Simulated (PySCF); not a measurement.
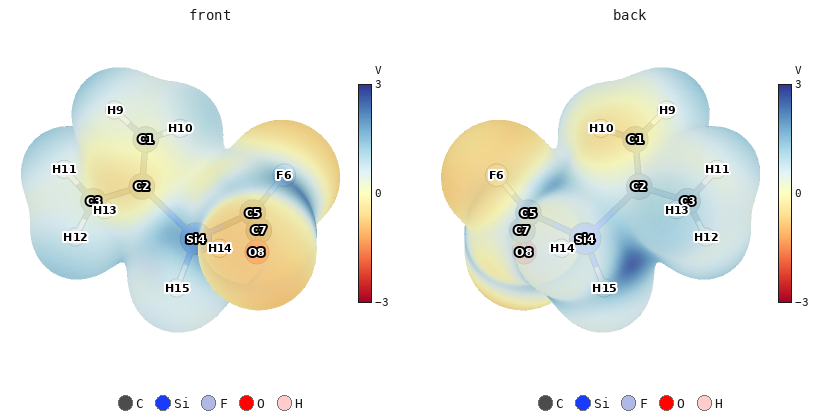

The picture shows: C5H7FOSi (SMILES C=C(C)[SiH2]C(F)=C=O). The electrostatic potential painted on the density surface at 0.004 e/bohr³, seen from the front and from behind; red is negative and blue positive.

Geometry: GFN2-xTB.

Theory: PBE0/def2-SVPD, SCF density, gas phase (PySCF 2.14.0).

Input file:

```
{"job": {"kind": "uv", "xc": "PBE0", "basis": "def2-SVPD", "nstates": 8, "ntriplets": 3}, "charge": 0, "multiplicity": 1}
C      0.073110     0.543532    -1.614598
C     -0.671100     0.262354    -0.550799
C     -2.127145     0.621245    -0.501276
Si     0.014451    -0.606851     0.980581
C      1.870079    -0.943071     0.724337
F      2.171031    -1.965271    -0.123247
C      2.744919    -0.213019     1.332360
O      3.346686     0.553239     1.974353
H     -0.334601     1.038975    -2.483050
H      1.118738     0.290070    -1.666233
H     -2.441610     1.123382    -1.413633
H     -2.322198     1.277083     0.345648
H     -2.731465    -0.274465    -0.367259
H     -0.597804    -1.926533     1.163932
H     -0.117504     0.227320     2.176973
```

Command:

```sh
OMP_NUM_THREADS=1 python probes_run.py task.json out
```

**Describe the electrostatic potential map.**

The most negative region (about −0.8 V) lies over O8, the most positive (about +2.3 V) over Si4.
